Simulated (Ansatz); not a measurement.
**HS− (hydrosulfide) at wB97M-V/3-21G**

What is the energy change on altering one bond length of HS− (hydrosulfide) at wB97M-V/3-21G? 

The calculation is run with Ansatz 0.2.0.

3 further runs of the same task are left out: 2 that didn't finish, 1 set aside as unsound or not needed.

## 1. The system as given

The species is HS− (2 atoms), meant as a singlet with charge -1. SMILES: `[SH-]`. The coordinates come from a PBE0-D4/def2-TZVPD relaxation.

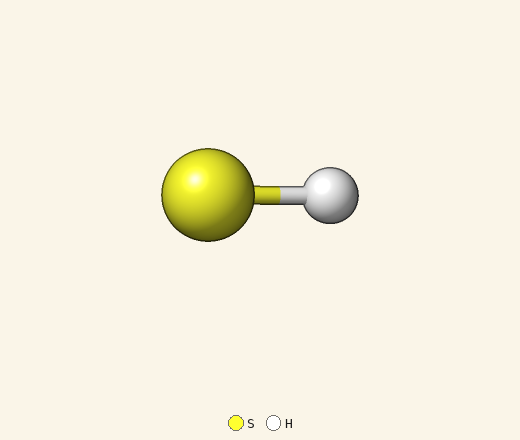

The structure, seen from a chosen angle (sulfur yellow, hydrogen white).

## 2. The energy at wB97M-V/3-21G

The input, in.yaml:

```yaml
crystal:
  periodic: [false, false, false]
  atoms:
    - {symbol: S, position_ang: [0.574700, -0.187900, 0.295500]}
    - {symbol: H, position_ang: [-0.574700, 0.187900, -0.295500]}
basis:
  gaussian:
    orbitals: 3-21G.json
total_charge: -1
hamiltonian:
  xc: {name: wB97M-V}
accuracy: high
```

The basis set 3-21G is read from a file made from the Basis Set Exchange's data (not shown).

Started as:

```
ansatz run in.yaml --threads 1 --pin off --max-ram 2610MiB --events-out events.jsonl --progress --plain --runs-dir runs
```

Log:

```text
Warning: RAYON_NUM_THREADS=1 ignored (pool sized by the plan → 1); use --threads N
Functional definition: wB97M-V
  name "wB97M-V"
  parameter omega = 0.3/bohr
  parameter cx = 0.15
  parameter cx01 = 1.007
  parameter cx10 = 0.259
  parameter css00 = 0.443
  parameter css04 = -1.437
  parameter css10 = -4.535
  parameter css20 = -3.390
  parameter css43 = 4.278
  parameter cos00 = 1.000
  parameter cos10 = 1.358
  parameter cos20 = 2.924
  parameter cos21 = -8.812
  parameter cos60 = -1.390
  parameter cos61 = 9.142
  parameter b = 6.0
  parameter c = 0.01
  gx(w, u) = 1 - cx + cx01*u + cx10*w
  gss(w, u) = css00 + css04*u^4 + css10*w + css20*w^2 + css43*w^4*u^3
  gos(w, u) = cos00 + cos10*w + (cos20 + cos21*u)*w^2 + (cos60 + cos61*u)*w^6
  exchange = spin_sum(e_x_unif_sr(omega)*gx(b97_w, b97_u_x)) + cx*exact_x_sr(omega) + exact_x_lr(omega)
  correlation = spin_sum(e_c_pw_mod_same_spin*gss(b97_w, b97_u_same))
      + integral(e_c_pw_mod_opposite_spin*gos(b97_w_opposite, b97_u_opposite)) + vv10(b, c)
269 factors; integrals over basis functions are off by at most 3.6e-9 eV
103 factors; integrals over basis functions are off by at most 1.8e-9 eV
mean field evaluation 1: about -10797.0871 eV, gradient 1.0e1 eV
mean field evaluation 2: about -10797.4751 eV, gradient 2.3e0 eV
mean field evaluation 4: about -10797.4877 eV, gradient 8.5e-2 eV
mean field evaluation 8: about -10797.4832 eV, gradient 1.1e-3 eV
mean field -10797.48322059 eV, -396.8001895597 hartree, gradient 2.4e-8 eV, S^2 0.000000; 0 other end points of the search recorded, 0 dependent functions left out
reference -10797.48322254 eV, -396.8001896314 hartree; 9, 9 occupied and 6, 6 virtual orbitals, 269 factors
Total energy: -10797.48322254 eV, -396.8001896314 hartree
```

Wall time 3.3 s (1 thread of Arm Neoverse V2, shared host); peak memory 0.15 GiB.

## 3. The distorted shape

The input, in.yaml:

```yaml
basis:
  gaussian: {orbitals: 3-21G.json}
crystal:
  periodic: [false, false, false]
  atoms:
    - symbol: S
      position_ang: [0.862085, -0.281862, 0.443268]
    - symbol: H
      position_ang: [-0.574700, 0.187900, -0.295500]
total_charge: -1
hamiltonian: {xc: {name: wB97M-V}}
accuracy: high
```

The basis set 3-21G is read from a file made from the Basis Set Exchange's data (not shown).

Started as:

```
ansatz run in.yaml --threads 1 --pin off --max-ram 2610MiB --events-out events.jsonl --progress --plain --runs-dir runs
```

Log, shortened:

```text
Warning: RAYON_NUM_THREADS=1 ignored (pool sized by the plan → 1); use --threads N
Functional definition: wB97M-V
  name "wB97M-V"
[...]
  gx(w, u) = 1 - cx + cx01*u + cx10*w
  gss(w, u) = css00 + css04*u^4 + css10*w + css20*w^2 + css43*w^4*u^3
  gos(w, u) = cos00 + cos10*w + (cos20 + cos21*u)*w^2 + (cos60 + cos61*u)*w^6
[...]
      + integral(e_c_pw_mod_opposite_spin*gos(b97_w_opposite, b97_u_opposite)) + vv10(b, c)
269 factors; integrals over basis functions are off by at most 3.7e-9 eV
107 factors; integrals over basis functions are off by at most 1.8e-9 eV
[...]
mean field -10796.92625570 eV, -396.7797214776 hartree, gradient 4.4e-8 eV, S^2 0.000000; 0 other end points of the search recorded, 0 dependent functions left out
reference -10796.92625771 eV, -396.7797215514 hartree; 9, 9 occupied and 6, 6 virtual orbitals, 269 factors
Total energy: -10796.92625771 eV, -396.7797215514 hartree
```

Wall time 3.3 s (1 thread of Arm Neoverse V2, shared host); peak memory 0.15 GiB.

## 4. Summary of results

Level: wB97M-V/3-21G.

| quantity | value |
| --- | --- |
| first shape: total energy | -396.80019 Eh |
| distorted shape: total energy | -396.77972 Eh |
| energy change with the S1–H2 bond stretched from 1.346 to 1.682 Å | 0.557 eV |

**Reading.** With the S1–H2 bond stretched from 1.346 to 1.682 Å the energy rises by 0.56 eV (12.8 kcal/mol). The first shape isn't relaxed at this level, so the change isn't measured from a minimum.
